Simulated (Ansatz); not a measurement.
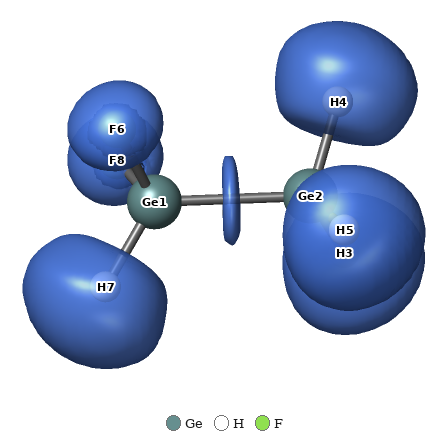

Figure. F$_{2}$Ge$_{2}$H$_{4}$. Isosurface of the electron localisation function at 0.8 (blue), seen from one side. Only the valence region is drawn (cores and ρ < 0.01 e/Å³ removed).

Computed with Ansatz, RKS PBE0-D4/def2-SVP.

Input

```
crystal:
  periodic: [false, false, false]
  atoms:
    - { symbol: Ge, position_ang: [0.0, 0.0, 0.0] }
    - { symbol: Ge, position_ang: [0.0, 0.0, 2.4] }
    - { symbol: H, position_ang: [-1.3958, -0.4318, 2.9174] }
    - { symbol: H, position_ang: [1.0719, -0.9929, 2.9174] }
    - { symbol: H, position_ang: [0.324, 1.4247, 2.9174] }
    - { symbol: F, position_ang: [1.5842, 0.0, -0.5594] }
    - { symbol: H, position_ang: [-0.73, 1.2648, -0.5162] }
    - { symbol: F, position_ang: [-0.7913, -1.3709, -0.5594] }
basis:
  gaussian: { orbitals: def2-SVP }
hamiltonian:
  xc: pbe0
  dispersion: d4
relax:
  f_tol: 0.02
  max_steps: 40
output:
  orbitals: {}
```

Launched as:

```sh
ansatz run input.yaml --threads 2 --pin off --max-ram 3072MiB --backend cpu --events-out ev --progress --plain --runs-dir out
```

The fields are those of the run's last geometry, not of the input's.

### Identify the bonds, lone pairs and shells in this picture.

The ELF exceeds this value in one region between bonded Ge–Ge atoms (shared pairs), four regions around hydrogen nuclei and two regions wrapped around F (the valence shell of each). Along the contacts the grid gives the following. Ge–F (1.74 Å): the ELF peaks at about 0.80 in the valence shell of F, 0.5 Å from its nucleus, and is about 0.20 at the midpoint. Ge–Ge (2.42 Å): the ELF peaks at about 0.85 between the atoms: localised, covalent bonding.
